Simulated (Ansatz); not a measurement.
**AlCl (aluminium monochloride) at B3LYP/6-31G(d) (Cartesian functions)**

Aim: the energy change on altering one bond length of AlCl (aluminium monochloride) at B3LYP/6-31G* (Cartesian functions), from 2 runs. 

The results are computed with Ansatz 0.2.0.

34 further runs of the same task are left out: 34 set aside as unsound or not needed.

### Step 1. The molecule

AlCl has 2 atoms, charge 0, and is taken as a singlet. SMILES: `[Al][Cl]`. The bond length is the measured one.

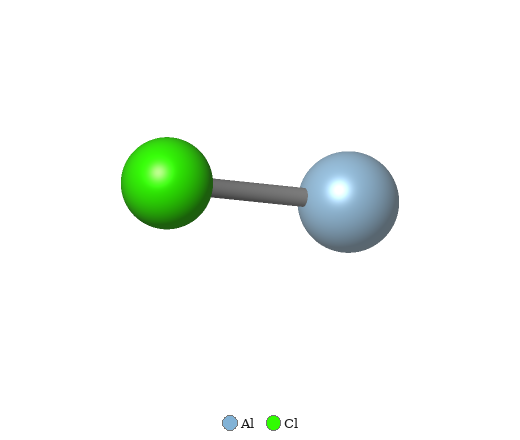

Viewed from a chosen angle; aluminium light blue, chlorine green.

### Step 2. A single-point energy at B3LYP/6-31G(d) (Cartesian functions)

File in.yaml:

```yaml
crystal:
  periodic: [false, false, false]
  atoms:
    - {symbol: Al, position_ang: [0.000000, 0.000000, 0.000000]}
    - {symbol: Cl, position_ang: [0.000000, 0.000000, 2.130113]}
basis:
  gaussian:
    orbitals: "6-31G*"
hamiltonian:
  xc: {name: B3LYP}
accuracy: high
output: {orbitals: {seedname: orbitals}}
```

The run is started by

```console
$ ansatz run in.yaml --threads 1 --pin off --max-ram 3480MiB --events-out events.jsonl --progress --plain --runs-dir runs
```

The program printed:

```text
Warning: RAYON_NUM_THREADS=1 ignored (pool sized by the plan → 1); use --threads N
Functional definition: B3LYP
  name "B3LYP"
  parameter a0 = 0.2
  parameter ax = 0.72
  parameter ac = 0.81
  exchange = (1 - a0 - ax)*slater_x + ax*b88_x + a0*exact_x
  correlation = (1 - ac)*vwn_rpa_c + ac*lyp_c
634 factors; integrals over basis functions are off by at most 3.1e-9 eV
mean field evaluation 1: about -19120.3235 eV, gradient 1.5e1 eV
mean field evaluation 2: about -19119.5163 eV, gradient 2.3e1 eV
mean field evaluation 4: about -19121.0837 eV, gradient 4.4e-1 eV
mean field evaluation 8: about -19121.0854 eV, gradient 6.3e-4 eV
mean field evaluation 16: about -19121.0854 eV, gradient 2.0e-8 eV
mean field -19121.08544462 eV, -702.6869293525 hartree, gradient 2.7e-9 eV, S^2 0.000000; 0 other end points of the search recorded, 0 dependent functions left out
reference -19121.08547134 eV, -702.6869303345 hartree; 15, 15 occupied and 23, 23 virtual orbitals, 634 factors
Total energy: -19121.08547134 eV, -702.6869303345 hartree
```

Wall time 1.1 s (1 thread of AMD EPYC 7R13 (Zen 3), shared host); peak memory 0.12 GiB.

### Step 3. The distorted shape, same level

File in.yaml:

```yaml
crystal:
  periodic: [false, false, false]
  atoms:
    - {symbol: Al, position_ang: [0.000000, 0.000000, -1.065087]}
    - {symbol: Cl, position_ang: [0.000000, 0.000000, 2.130113]}
basis:
  gaussian: {orbitals: "6-31G*"}
output: {orbitals: {seedname: orbitals}}
accuracy: high
hamiltonian: {xc: {name: B3LYP}}
```

The run is started by

```console
$ ansatz run in.yaml --threads 1 --pin off --max-ram 3480MiB --events-out events.jsonl --progress --plain --runs-dir runs
```

The program printed, cut to the lines that bear on the results:

```text
Warning: RAYON_NUM_THREADS=1 ignored (pool sized by the plan → 1); use --threads N
[... 7 set-up lines as earlier in the session ...]
610 factors; integrals over basis functions are off by at most 3.5e-9 eV
mean field evaluation 1: about -19116.7881 eV, gradient 2.3e1 eV
mean field evaluation 2: about -18959.5619 eV, gradient 1.4e2 eV
mean field evaluation 4: about -19119.1431 eV, gradient 3.3e0 eV
mean field evaluation 8: about -19119.1985 eV, gradient 9.7e-2 eV
mean field evaluation 16: about -19119.1985 eV, gradient 4.2e-6 eV
mean field -19119.19851236 eV, -702.6175858710 hartree, gradient 1.2e-8 eV, S^2 0.000000; 0 other end points of the search recorded, 0 dependent functions left out
reference -19119.19854179 eV, -702.6175869526 hartree; 15, 15 occupied and 23, 23 virtual orbitals, 610 factors
Total energy: -19119.19854179 eV, -702.6175869526 hartree
```

Run time: 1.4 s. Hardware: 1 thread of AMD EPYC 7R13 (Zen 3), shared host; peak memory 0.11 GiB.

### Step 4. What came out

At B3LYP/6-31G* (Cartesian functions):

| quantity | value |
| --- | --- |
| first shape: total energy | -702.68693 Eh |
| first shape: HOMO energy | -6.82 eV |
| first shape: LUMO energy | -1.79 eV |
| first shape: HOMO–LUMO gap | 5.04 eV |
| distorted shape: total energy | -702.61759 Eh |
| distorted shape: HOMO energy | -6.28 eV |
| distorted shape: LUMO energy | -3.22 eV |
| distorted shape: HOMO–LUMO gap | 3.06 eV |
| energy change with the Al1–Cl2 bond stretched from 2.130 to 3.195 Å | 1.887 eV |

With the Al1–Cl2 bond stretched from 2.130 to 3.195 Å the energy rises by 1.89 eV (44 kcal/mol). The first shape isn't relaxed at this level, so the change isn't measured from a minimum.
